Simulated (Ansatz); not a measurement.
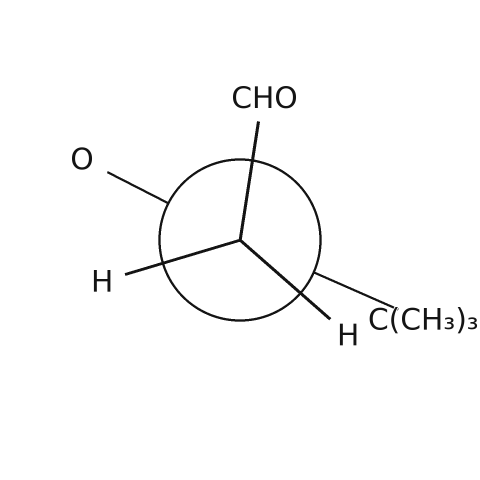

A Newman projection along the C–C bond, carbon in front; angles are drawn as computed, but eclipsed bonds slightly apart. The geometry was computed by an optimisation with PBE-D4/def2-SVP. No frequency run is at hand to confirm it as a minimum.

> Which molecule is it?

C7H12O2, CC(C)(C)C(=O)CC=O

> What is the torsion angle from the front CHO to the back O? The sign is positive where the front bond must turn clockwise to cover the back bond.

−72°, synclinal (gauche).
